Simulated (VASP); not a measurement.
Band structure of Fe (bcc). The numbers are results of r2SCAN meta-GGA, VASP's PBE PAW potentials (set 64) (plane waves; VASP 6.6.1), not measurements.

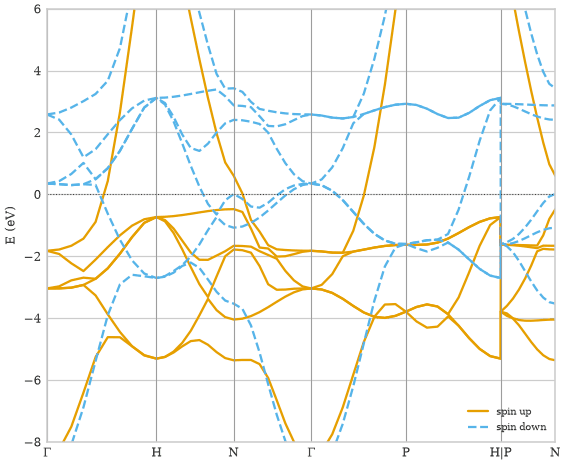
Figure: Bands along high-symmetry lines, zero at the valence-band maximum or, without a gap, the Fermi level

Q: Read the plot: is there a gap, and where are the band edges?

A: It has no gap at this level: it comes out as a metal or semimetal.

The compound is Fe in the bcc structure. It was relaxed first.
